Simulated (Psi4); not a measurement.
# PBE/cc-pVDZ run of CH4F2Si (SMILES C[SiH](F)F)

What is the energy change on altering one bond length of CH4F2Si at PBE/cc-pVDZ? 

Program for the calculation: Psi4 1.11.

1 further run of the same task is left out (set aside as unsound or not needed).

## Step 1: The structure to begin with

CH4F2Si: 8 atoms, total charge 0, spin state singlet. As SMILES, `C[SiH](F)F`. The shape is that of a PBE0-D4/def2-TZVP optimisation.

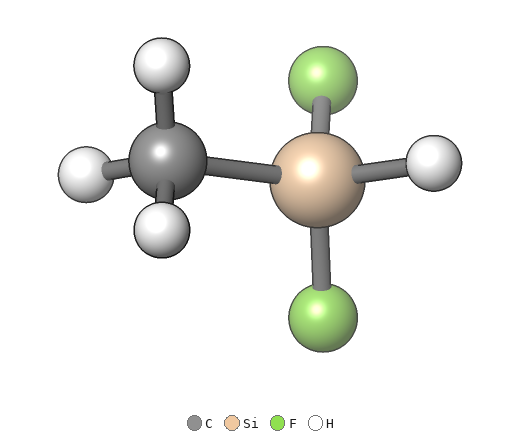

The structure, seen from a chosen angle (carbon grey, silicon light orange, fluorine green, hydrogen white).

## Step 2: Energy and forces at PBE/cc-pVDZ

ch4f2si.xyz reads:

```xyz
8
CH4F2Si
C     -0.387100     0.881700    -0.174700
Si     0.329300    -0.775200     0.180600
F      1.916300    -0.678300     0.226700
F     -0.035400    -1.783900    -0.994000
H     -0.013400     1.269000    -1.125400
H     -0.122700     1.591000     0.613300
H     -1.476800     0.824400    -0.231400
H     -0.118100    -1.385700     1.449000
```

job.py reads:

```python
import psi4

psi4.set_memory('2200 MB')
psi4.set_num_threads(1)
psi4.core.set_output_file('ch4f2si.out', False)

with open('ch4f2si.xyz') as f:
    atoms = ''.join(f.readlines()[2:])
mol = psi4.geometry('0 1\n' + atoms + 'symmetry c1')

options = {'basis': 'cc-pVDZ', 'puream': True, 'e_convergence': 1e-09, 'd_convergence': 1e-08, 'scf_type': 'pk', 'dft_radial_points': 99, 'dft_spherical_points': 590}
psi4.set_options(options)

e, wfn = psi4.gradient('pbe', return_wfn=True)
psi4.oeprop(wfn, 'QUADRUPOLE', 'LOWDIN_CHARGES', 'DIPOLE')
print('gradient / Eh bohr^-1')
print(e.np.round(6))
print(f'energy = {wfn.energy():.10f} Eh')
for k, v in sorted(psi4.core.scalar_variables().items()):
    print(f'{k:45s} {v:18.10f}')
```

Launch:

```bash
python job.py
```

ch4f2si.out, shortened:

```text
[...]
  Running in c1 symmetry.
[...]
  Nuclear repulsion =  183.047944540804366
[...]
  Multiplicity = 1
[...]
  Nalpha       = 21
  Nbeta        = 21
[...]
    Number of basis functions: 80
[...]
   @RKS iter   1:  -529.07423001378879   -1.36010e-01   1.06311e-02 ADIIS/DIIS
[...]
   @RKS iter  12:  -529.40886978873891   -1.25056e-12   1.52369e-09 DIIS
[...]
    Orbital Energies [Eh]
    ---------------------
    Doubly Occupied:
       1A    -65.494778     2A    -24.262708     3A    -24.262695
       4A     -9.898156     5A     -5.121560     6A     -3.536062
       7A     -3.533308     8A     -3.529608     9A     -1.095441
      10A     -1.076350    11A     -0.652986    12A     -0.495610
      13A     -0.423297    14A     -0.412494    15A     -0.394848
      16A     -0.377983    17A     -0.368166    18A     -0.353441
      19A     -0.342222    20A     -0.339650    21A     -0.283000
[...]
  @RKS Final Energy:  -529.40886978873891
   => Energetics <=
    Nuclear Repulsion Energy =            183.0479445408043659
    One-Electron Energy =               -1097.9220536412599358
    Two-Electron Energy =                 433.9471452696628830
    DFT Exchange-Correlation Energy =     -48.4819059579461609
    Empirical Dispersion Energy =           0.0000000000000000
    VV10 Nonlocal Energy =                  0.0000000000000000
    Total Energy =                       -529.4088697887389117
[...]
  -Total Gradient:
     Atom            X                  Y                   Z
    ------   -----------------  -----------------  -----------------
       1       -0.000210146052     0.000624539167    -0.000229885415
       2        0.028144186202    -0.020618142162    -0.026294231930
       3       -0.046387164153    -0.003081455743    -0.001715769429
       4        0.011091571841     0.029468517948     0.034215842639
       5       -0.003665900441    -0.003767803328     0.009285054451
       6       -0.002461999530    -0.006900951682    -0.007670472200
       7        0.010592111770     0.000489655860     0.000466577007
       8        0.002885574521     0.003712260618    -0.007971879691
[...]
 Multipole Moments:
 ------------------------------------------------------------------------------------
     Multipole            Electronic (a.u.)      Nuclear  (a.u.)        Total (a.u.)
 ------------------------------------------------------------------------------------
 L = 1.  Multiply by 2.5417464519 to convert [e a0] to [Debye]
 Dipole X            :          3.7943008           -4.2762117           -0.4819109
 Dipole Y            :         -5.1336650            5.7380870            0.6044220
 Dipole Z            :         -1.4168873            1.6399405            0.2230532
 Magnitude           :                                                    0.8045600
 L = 2.  Multiply by 1.3450342976 to convert [e a0^2] to [Debye ang]
 Quadrupole XX       :       -131.9491938          109.0298388          -22.9193550
 Quadrupole XY       :         26.3267299          -27.1309659           -0.8042360
[...]
```

Standard output:

```text
gradient / Eh bohr^-1
[[-0.00021   0.000625 -0.00023 ]
 [ 0.028144 -0.020618 -0.026294]
 [-0.046387 -0.003081 -0.001716]
 [ 0.011092  0.029469  0.034216]
 [-0.003666 -0.003768  0.009285]
 [-0.002462 -0.006901 -0.00767 ]
 [ 0.010592  0.00049   0.000467]
 [ 0.002886  0.003712 -0.007972]]
energy = -529.4088697887 Eh
CURRENT ENERGY                                   -529.4088697887
CURRENT REFERENCE ENERGY                         -529.4088697887
DD SOLVATION ENERGY                                 0.0000000000
DFT FUNCTIONAL TOTAL ENERGY                      -529.4088697887
DFT TOTAL ENERGY                                 -529.4088697887
DFT VV10 ENERGY                                     0.0000000000
DFT XC ENERGY                                     -48.4819059579
GRID ELECTRONS ALPHA                               21.0000010371
GRID ELECTRONS BETA                                21.0000010371
GRID ELECTRONS TOTAL                               42.0000020742
NUCLEAR REPULSION ENERGY                          183.0479445408
ONE-ELECTRON ENERGY                             -1097.9220536413
PCM POLARIZATION ENERGY                             0.0000000000
PE ENERGY                                           0.0000000000
SCF ITERATION ENERGY                             -529.4088697887
SCF ITERATIONS                                     12.0000000000
SCF TOTAL ENERGY                                 -529.4088697887
TWO-ELECTRON ENERGY                               433.9471452697
XC GRID RADIAL POINTS                              99.0000000000
XC GRID SPHERICAL POINTS                          590.0000000000
XC GRID TOTAL POINTS                           444260.0000000000
```

Run time: 20 s. Hardware: 1 thread of Intel Xeon 6975P-C (Granite Rapids), shared host; peak memory 1.2 GiB.

## Step 3: The distorted shape at the same level

input.in reads:

```
memory 2.2 GB

molecule {
  C     -1.13764347     2.60547690    -0.53155728
  Si     0.62228681    -1.46491569     0.34128454
  F      3.62128217    -1.28180123     0.42840091
  F     -0.06689630    -3.37108243    -1.87838777
  H     -0.43145282     3.33736783    -2.32811991
  H     -0.63799989     3.94585964     0.95754690
  H     -3.19687803     2.49719559    -0.63870475
  H     -0.22317666    -2.61859349     2.73821315
  units bohr
  symmetry c1
  no_reorient
  no_com
}

set puream true
set e_convergence 1e-09
set d_convergence 1e-08
set scf_type pk
set dft_radial_points 99
set dft_spherical_points 590

e_tot = gradient("pbe/cc-pVDZ")
```

Launch:

```bash
psi4 -n 1 input.in input.out
```

input.out, shortened:

```text
[...]
  Running in c1 symmetry.
[...]
  Nuclear repulsion =  171.564865420333319
[...]
  Multiplicity = 1
[...]
  Nalpha       = 21
  Nbeta        = 21
[...]
    Number of basis functions: 80
[...]
   @RKS iter   1:  -529.00601115543782   -3.37589e-01   1.05876e-02 ADIIS/DIIS
[...]
   @RKS iter  11:  -529.36284957404325   -2.95586e-12   4.52266e-09 DIIS
[...]
  @RKS Final Energy:  -529.36284957404325
   => Energetics <=
    Nuclear Repulsion Energy =            171.5648654203333194
    One-Electron Energy =               -1074.6402552707854738
    Two-Electron Energy =                 422.0697813277592445
    DFT Exchange-Correlation Energy =     -48.3572410513502717
    Empirical Dispersion Energy =           0.0000000000000000
    VV10 Nonlocal Energy =                  0.0000000000000000
    Total Energy =                       -529.3628495740432527
[...]
 Multipole Moments:
 ------------------------------------------------------------------------------------
     Multipole            Electronic (a.u.)      Nuclear  (a.u.)        Total (a.u.)
 ------------------------------------------------------------------------------------
 L = 1.  Multiply by 2.5417464519 to convert [e a0] to [Debye]
 Dipole X            :        -29.7435399           29.3861199           -0.3574200
 Dipole Y            :         39.8847775          -39.5900816            0.2946959
 Dipole Z            :         11.0368713          -10.7323065            0.3045649
 Magnitude           :                                                    0.5543956
[...]
  -Total Gradient:
     Atom            X                  Y                   Z
    ------   -----------------  -----------------  -----------------
       1       -0.021041055423     0.048775472075    -0.010535676536
       2        0.052502516357    -0.080162082630    -0.011307421135
       3       -0.043144409802    -0.005370605903    -0.001309618080
       4        0.011762650543     0.025723129059     0.033015744327
       5       -0.007437837574     0.002659018354     0.009500240208
       6       -0.006167565899    -0.001316203882    -0.010545662030
       7        0.009621543138     0.007621440883    -0.000705847696
       8        0.003977734297     0.001963212685    -0.008132971179
[...]
```

Run time: 20 s. Hardware: 1 thread of Intel Xeon 6975P-C (Granite Rapids), shared host; peak memory 1.2 GiB.

## Step 4: What came out

At PBE/cc-pVDZ:

| quantity | value |
| --- | --- |
| first shape: total energy | -529.40887 Eh |
| first shape: dipole moment | 2.04 D |
| first shape: HOMO energy | -7.70 eV |
| first shape: LUMO energy | 0.67 eV |
| first shape: HOMO–LUMO gap | 8.37 eV |
| first shape: largest force on an atom | 2.392 eV/Å |
| distorted shape: total energy | -529.36285 Eh |
| distorted shape: dipole moment | 1.41 D |
| distorted shape: HOMO energy | -6.93 eV |
| distorted shape: LUMO energy | -0.89 eV |
| distorted shape: HOMO–LUMO gap | 6.03 eV |
| distorted shape: largest force on an atom | 4.962 eV/Å |
| energy change with the C1–Si2 bond stretched from 1.840 to 2.392 Å | 1.252 eV |

With the C1–Si2 bond stretched from 1.840 to 2.392 Å the energy rises by 1.25 eV (29 kcal/mol). The first shape isn't relaxed at this level, so the change isn't measured from a minimum. The largest force (first shape) is 2.39 eV/Å: the shape isn't a stationary point for this species at this level.
